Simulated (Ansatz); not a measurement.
**Molecular dynamics of C$_{2}$H$_{5}$NSi (part 3 of 3)**

Continued. System: C$_{2}$H$_{5}$NSi. Method: UKS B3LYP/cc-pVDZ (Ansatz 0.2.0). It belongs to a series of runs on one base structure; here: dynamics from the highest image of the converged band.

Geometry of the input (Å):
```
C  -1.1525  1.1483  -0.4292
Si 0.0552  -0.2188  -0.6375
C  1.2489  -0.6555  0.7532
N  1.3783  -1.4489  1.6868
H  -1.9054  1.0741  0.3624
H  -1.4679  -0.4658  -1.0172
H  -1.2658  1.9943  -1.1184
H  0.8817  -0.0692  -1.8675
H  2.2275  -1.3584  2.2673
```

### Output, continued
```
md step   199: t =    99.50 fs  T =  2256.1 K  F+E_penalty+E_count = -11520.61091394 eV  E_kin = 2.041400 eV  conserved = -11518.56951354 eV  (36 SCF iters)
these checks for a lower state are left out or cut short: starts, cluster_reference, orbital_swaps, neighbouring_geometries, increment
927 factors; integrals over basis functions are off by at most 4.0e-4 eV
mean field -11520.53891176 eV, -423.3719961056 hartree, gradient 2.4e-5 eV, S^2 0.000000; 0 other end points of the search recorded, 0 dependent functions left out
the calculation of the forces begins
reference -11520.53915285 eV, -423.3720049652 hartree; 19, 19 occupied and 66, 66 virtual orbitals, 927 factors
927 factors; integrals over basis functions are off by at most 4.0e-4 eV
mean field evaluation 1664: about -11520.5389 eV, gradient 5.4e-3 eV
mean field -11520.53891176 eV, -423.3719961056 hartree, gradient 2.4e-5 eV, S^2 0.000000; 2 other end points of the search recorded, 0 dependent functions left out
the calculation of the forces begins
reference -11520.53915285 eV, -423.3720049652 hartree; 19, 19 occupied and 66, 66 virtual orbitals, 927 factors
md step   200: t =   100.00 fs  T =  2184.3 K  F+E_penalty+E_count = -11520.53891176 eV  E_kin = 1.976356 eV  conserved = -11518.56255536 eV  (38 SCF iters)
```

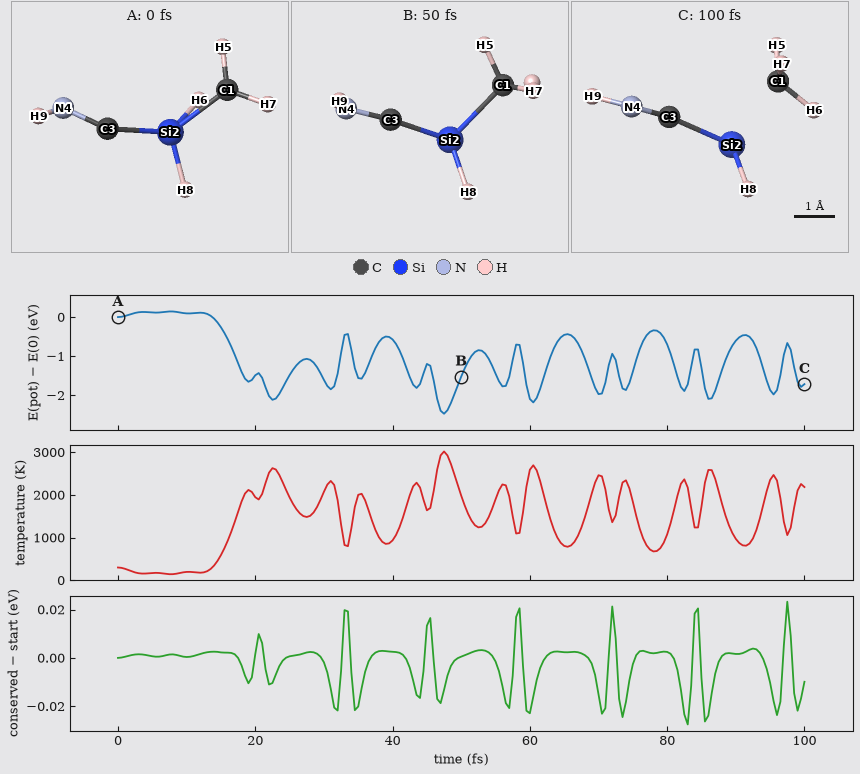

Fig. 1: Frames of the molecular dynamics (ball-and-stick, seen at a tilt) above the curves, on which the letters mark them. The trajectory kept here has 201 frames over 100 fs. The temperature starts at 300 K, ranges from 143 to 3018 K and averages 1623 K over the second half. The potential energy ends 1.715 eV below its first value. The conserved quantity stays within 0.051 eV. After an unweighted best fit of the last frame on the first, the root-mean-square displacement is 0.77 Å, and H6 has moved furthest (1.33 Å).

```
Total energy: -11520.53915285 eV, -423.3720049652 hartree
Atom 0 at    -1.138032     1.064853    -0.035228 Å, force     0.814114     0.918380    -1.417850 eV/Å
Atom 1 at     0.139569    -0.383935    -0.947928 Å, force    -1.414147     0.380747     1.804741 eV/Å
Atom 2 at     0.880330    -0.827988     0.791596 Å, force     0.320077     1.106248    -2.306711 eV/Å
Atom 3 at     1.493372    -1.014595     1.776381 Å, force     0.405150    -1.137818     1.951849 eV/Å
Atom 4 at    -2.075048     0.618065     0.335434 Å, force    -0.100898    -0.171442    -0.644625 eV/Å
Atom 5 at    -1.204656     1.482658    -1.141587 Å, force    -0.813199     0.068829     2.255193 eV/Å
Atom 6 at    -0.938644     1.921566     0.759144 Å, force     0.499949    -1.564225    -1.703349 eV/Å
Atom 7 at     1.208797     0.537428    -1.503311 Å, force     0.361259    -0.047364     0.434610 eV/Å
Atom 8 at     1.750567    -1.767970     2.428576 Å, force    -0.072306     0.446645    -0.373858 eV/Å
Dipole moment:     0.353625    -0.362106     0.666005 e Å
```

### Trajectory as extended XYZ (Å, eV, eV/Å), 11 of the 201 frames kept, from step=0 to step=200
```
9
Properties=species:S:1:pos:R:3:forces:R:3 step=0 time_fs=0.0 energy=-11518.82413 temperature=300.0
C    -1.1525    1.1483   -0.4292   -0.0021   0.0102   0.0035
Si    0.0552   -0.2188   -0.6375    0.0144   0.0041  -0.0017
C     1.2489   -0.6555    0.7532   -0.0057  -0.0071  -0.0043
N     1.3783   -1.4489    1.6868    0.0094   0.0084  -0.0010
H    -1.9054    1.0741    0.3624   -0.0027  -0.0024  -0.0019
H    -1.4679   -0.4658   -1.0172   -0.0131  -0.0058   0.0007
H    -1.2658    1.9942   -1.1184    0.0020  -0.0024   0.0008
H     0.8816   -0.0692   -1.8675    0.0021  -0.0010  -0.0003
H     2.2275   -1.3584    2.2673   -0.0044  -0.0040   0.0041
9
Properties=species:S:1:pos:R:3:forces:R:3 step=20 time_fs=10.0 energy=-11518.72999 temperature=196.4
C    -1.1215    1.1326   -0.3973   -1.0284  -0.6331   0.4101
Si    0.0661   -0.2272   -0.6555    0.1922   0.0115  -0.2223
C     1.2413   -0.6678    0.7360   -0.0152   0.1301  -0.3438
N     1.3424   -1.4174    1.7109    0.2278  -0.1406  -0.2245
H    -1.8302    1.0259    0.4376    0.1016   0.0624   0.0029
H    -1.5183   -0.4293   -0.9829    0.2112   0.6912   0.1146
H    -1.3920    1.9412   -1.0728    0.1958   0.2461  -0.2966
H     0.8430    0.1183   -1.8863    0.0746  -0.3395   0.0527
H     2.2850   -1.3484    2.1224    0.0406  -0.0282   0.5068
9
Properties=species:S:1:pos:R:3:forces:R:3 step=40 time_fs=20.0 energy=-11520.31242 temperature=1946.6
C    -1.1707    1.0633   -0.3734    2.1322   2.8114   2.7147
Si    0.0988   -0.2374   -0.6732    1.3539  -0.4772   0.3927
C     1.2347   -0.6778    0.7052   -0.4526  -0.6527   1.0129
N     1.3312   -1.3906    1.7205    0.3624   0.3507  -1.3699
H    -1.7210    1.0695    0.5896    0.6666   0.5806  -0.0358
H    -1.7466    0.4454   -0.8553   -4.7524  -4.0538  -3.2737
H    -1.3085    1.9007   -1.0483    0.6144   1.1597   0.3406
H     0.8835    0.0662   -1.9086    0.1107  -0.0488  -0.0146
H     2.1902   -1.3179    2.2810   -0.0352   0.3300   0.2331
9
Properties=species:S:1:pos:R:3:forces:R:3 step=60 time_fs=30.0 energy=-11520.43043 temperature=2073.3
C    -1.3058    1.0234   -0.3787   -0.7423   1.9944   0.2415
Si    0.1617   -0.2651   -0.6858   -1.1822  -0.2276  -0.3567
C     1.1937   -0.6926    0.7035   -1.1700   0.8817  -0.7449
N     1.3561   -1.3722    1.6959    0.4561  -0.8744   1.1631
H    -1.3174    1.3365    0.7133   -0.7842  -1.3191  -0.4137
H    -2.4898    1.0493   -0.8920    3.7532  -0.4784   1.4598
H    -0.7757    2.0032   -0.5787   -0.6672  -0.4316  -1.1510
H     0.9726   -0.0295   -1.9014    0.1226   0.3087  -0.0867
H     1.9062   -1.0289    2.4958    0.2139   0.1464  -0.1114
9
Properties=species:S:1:pos:R:3:forces:R:3 step=80 time_fs=40.0 energy=-11519.39566 temperature=934.4
C    -1.3075    1.0803   -0.3355   -1.7429  -0.6786   0.2957
Si    0.1898   -0.3003   -0.7190   -1.9018   0.5476  -1.8740
C     1.0802   -0.6831    0.7077    0.3389  -1.4524   2.0774
N     1.4124   -1.3702    1.7114   -0.7749   1.4181  -1.3775
H    -1.3684    0.8430    0.7942    0.0051   1.2125  -1.4140
H    -2.6780    1.3378   -0.7342    4.5690  -1.3793   0.7339
H    -0.6263    1.9038   -0.6628   -1.0377   0.3311   0.7979
H     1.0938    0.1043   -1.8573   -0.1408   0.1475   0.2847
H     1.6837   -0.6975    2.4423    0.6852  -0.1465   0.4758
9
Properties=species:S:1:pos:R:3:forces:R:3 step=100 time_fs=50.0 energy=-11520.34668 temperature=1983.3
C    -1.1678    1.0813   -0.2457   -3.0411  -1.8066  -1.9395
Si    0.1549   -0.3171   -0.7979   -0.7848   1.0738   0.3189
C     0.9646   -0.7241    0.7891   -0.1006   1.1615  -1.6478
N     1.4479   -1.3030    1.7165    0.1726  -0.8734   1.1678
H    -1.5721    0.9245    0.8116    0.1574  -0.1881  -1.2861
H    -2.1941    0.7336   -1.1949    2.6964   1.3445   3.1034
H    -1.0279    2.1787   -0.3454    0.4283  -0.4748  -0.3645
H     1.2002    0.3948   -1.6340    0.1115  -0.1879   0.2686
H     1.8905   -0.7269    2.4324    0.3603  -0.0491   0.3792
9
Properties=species:S:1:pos:R:3:forces:R:3 step=120 time_fs=60.0 energy=-11520.91881 temperature=2589.7
C    -1.0614    1.0150   -0.2151   -1.1983  -1.2644   1.0219
Si    0.0972   -0.3039   -0.8735    1.3305  -0.5253   0.8351
C     0.8846   -0.7317    0.8343    1.5396  -0.3413   0.6834
N     1.4757   -1.2345    1.7553   -0.6726   0.3017  -0.9762
H    -1.6936    0.7664    0.6587    0.5064  -0.2663   0.2750
H    -1.7467    0.7540   -0.9707   -1.9299   0.6025  -1.5606
H    -0.9350    2.0600   -0.1988    0.8031   1.6798  -0.1762
H     1.3679    0.5095   -1.1863   -0.0064  -0.2362   0.0115
H     2.2107   -1.0244    2.4299   -0.3725   0.0496  -0.1140
9
Properties=species:S:1:pos:R:3:forces:R:3 step=140 time_fs=70.0 energy=-11520.79481 temperature=2461.5
C    -1.0743    0.9776   -0.1933   -2.0042  -1.0934  -2.5435
Si    0.0791   -0.3041   -0.9258    1.5773  -1.1156   0.5091
C     0.8740   -0.7345    0.8695   -0.1942  -0.3610  -0.5314
N     1.4886   -1.1699    1.7798    0.9934  -0.3167   0.6732
H    -1.5200    0.4888    0.6412   -0.4516   0.3940   1.4279
H    -1.8955    1.1929   -0.9278    0.2138  -0.4689   0.2968
H    -0.5622    1.8712   -0.1973    1.1919   2.5280   1.3501
H     1.4772    0.4200   -0.7352   -0.2893   0.1375  -0.5398
H     2.3095   -1.3210    2.3896   -1.0372   0.2960  -0.6424
9
Properties=species:S:1:pos:R:3:forces:R:3 step=160 time_fs=80.0 energy=-11519.52209 temperature=1074.1
C    -1.1192    0.9838   -0.1992   -2.3137   2.7292  -1.4449
Si    0.1073   -0.3390   -0.9615   -0.0142  -0.2257   0.7063
C     0.8639   -0.7654    0.8792   -1.2336   0.1743  -1.7008
N     1.4990   -1.1113    1.7903    2.1052  -1.1349   1.9940
H    -1.5184    0.7560    0.7566   -1.9274  -1.7817   0.9638
H    -2.1302    1.7703   -0.7949    3.4608  -2.6791   1.5229
H    -0.4858    1.6318    0.3789    1.1149   1.9457  -0.7188
H     1.4119    0.4599   -0.7513    0.0662   0.3217  -0.5356
H     2.2548   -1.5149    2.3835   -1.2580   0.6504  -0.7867
9
Properties=species:S:1:pos:R:3:forces:R:3 step=180 time_fs=90.0 energy=-11519.42908 temperature=970.4
C    -1.1415    1.0577   -0.0523   -0.2723   1.3840  -5.1340
Si    0.1397   -0.3789   -0.9728   -0.8525   1.2849   0.8874
C     0.8319   -0.8116    0.8432    1.7793   0.0622   0.8310
N     1.5166   -1.0590    1.7972   -0.5102  -0.5511  -0.4453
H    -1.9460    0.4953    0.3819   -0.4387   0.2231   1.2498
H    -1.9288    1.8344   -1.1213    2.4033  -2.2944   2.8073
H    -0.4635    1.8340    0.3576   -1.0133  -0.3940   0.6213
H     1.2959    0.6519   -1.2015   -0.1274  -0.5174   0.2395
H     2.0769   -1.6574    2.4523   -0.9683   0.8026  -1.0569
9
Properties=species:S:1:pos:R:3:forces:R:3 step=200 time_fs=100.0 energy=-11520.53891 temperature=2184.3
C    -1.1380    1.0649   -0.0352    0.8141   0.9184  -1.4178
Si    0.1396   -0.3839   -0.9479   -1.4141   0.3807   1.8047
C     0.8803   -0.8280    0.7916    0.3201   1.1062  -2.3067
N     1.4934   -1.0146    1.7764    0.4052  -1.1378   1.9518
H    -2.0750    0.6181    0.3354   -0.1009  -0.1714  -0.6446
H    -1.2047    1.4827   -1.1416   -0.8132   0.0688   2.2552
H    -0.9386    1.9216    0.7591    0.4999  -1.5642  -1.7033
H     1.2088    0.5374   -1.5033    0.3613  -0.0474   0.4346
H     1.7506   -1.7680    2.4286   -0.0723   0.4466  -0.3739
```
